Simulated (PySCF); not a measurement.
Molecule: C₃H₁₁BN₂O, SMILES C[NH2+][BH2-]N(C)C=O.

Vertical TDDFT excitations, CAM-B3LYP/def2-SVPD, PySCF, at a GFN2-xTB geometry (no frequency check), gas phase.

Q: What does its absorption spectrum look like?

A: The lowest singlet lies at 6.10 eV (203 nm, f = 0.002); the brightest of the first 8 is S3 at 6.75 eV (184 nm), f = 0.219, mainly HOMO → LUMO+2 (80 %). No singlet lies below 3.1 eV (beyond 400 nm), so at this level no vertical transition falls in the visible.


| state | E (eV) | λ (nm) | f | main character |
| --- | --- | --- | --- | --- |
| S1 | 6.10 | 203 | 0.002 | HOMO−1 → LUMO+2 (90 %) |
| S2 | 6.36 | 195 | 0.018 | HOMO → LUMO (82 %) |
| S3 | 6.75 | 184 | 0.219 | HOMO → LUMO+2 (80 %) |
| S4 | 6.95 | 178 | 0.006 | HOMO → LUMO+1 (77 %) |
| S5 | 7.13 | 174 | 0.031 | HOMO−1 → LUMO (78 %) |
| S6 | 7.52 | 165 | 0.009 | HOMO → LUMO+4 (66 %) |
| S7 | 7.62 | 163 | 0.011 | HOMO → LUMO+3 (63 %) |
| S8 | 7.79 | 159 | 0.026 | HOMO−1 → LUMO+1 (64 %) |

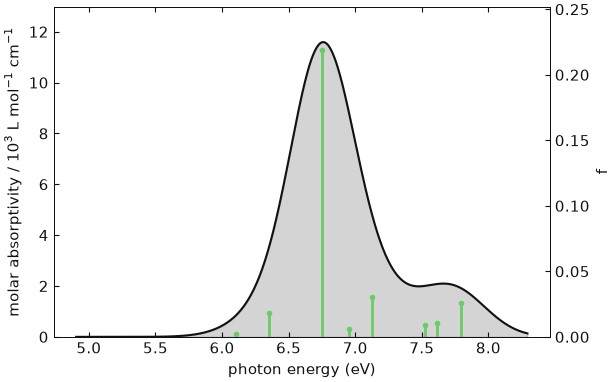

The lowest 8 singlet states are shown; each is broadened by a Gaussian of 1/e half-width 0.33 eV. Sticks give oscillator strengths (right axis).

Note: the tight-binding geometry is rougher than a DFT one and adds to the error; one conformer of a flexible molecule; core orbitals are frozen in the response.
